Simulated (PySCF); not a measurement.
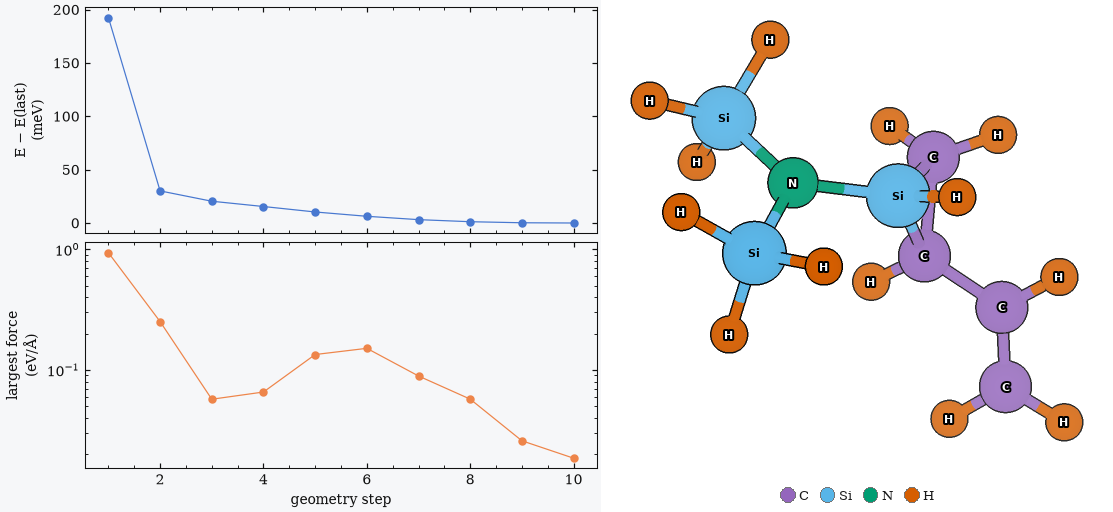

Beside the plot: the molecule at the start.

History of a geometry optimisation.

System: C₄H₁₃NSi₃ (SMILES C=C[C@@H]1C[Si@H]1N([SiH3])[SiH3]).
Method: PySCF 2.14.0, density fitting, PBE0-D3(BJ)/def2-SVP, geometry optimisation.

How did it end, and what did it gain?

Answer. The optimisation met its thresholds at geometry 10, counting the start as the first. The energy fell by about 190 meV from the first step to the last. The largest force goes from about 0.94 eV/Å at the start to 0.019 eV/Å at the end.
